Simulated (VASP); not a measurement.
Input:

```yaml
crystal:
  lattice:
    - [-0.00858, 5.96569, 5.97767]
    - [5.96569, -0.00858, 5.97767]
    - [2.97855, 2.97855, 0.00000]
  atoms:
    - { symbol: Zn, position: [0.00066, 0.00066, 0.99867] }
    - { symbol: Se, position: [0.11358, 0.11358, 0.27284] }
    - { symbol: Se, position: [0.11881, 0.64340, 0.23779] }
    - { symbol: Se, position: [0.64340, 0.11881, 0.23779] }
    - { symbol: Se, position: [0.62534, 0.62534, 0.24932] }
    - { symbol: Cd, position: [0.00313, 0.49696, 0.99992] }
    - { symbol: Cd, position: [0.49696, 0.00313, 0.99992] }
    - { symbol: Cd, position: [0.49813, 0.49813, 0.00375] }
```

All values below come from PBEsol GGA, VASP's PBE PAW potentials (set 64) (plane waves; VASP 6.6.1). Numerical set-up: 400 eV cut-off, 4×4×7 Γ-centred mesh, tetrahedra with Blöchl corrections, potentials Zn Se Cd.

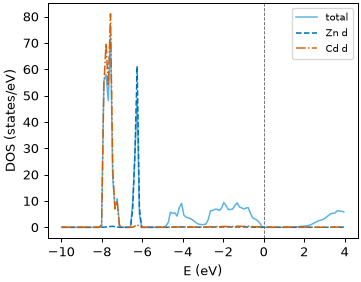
*Total and projected density of states, zero at the valence-band maximum*

Within 2 eV below the valence-band maximum the largest weight inside VASP's projection spheres is Se p.

The gap is direct, 0.53 eV, from the valence maximum at Γ to the conduction minimum at Γ.

The structure was generated: Cd3ZnSe4 was put into an ordered model structure (Amm2), which need not be its known phase. It was relaxed first.
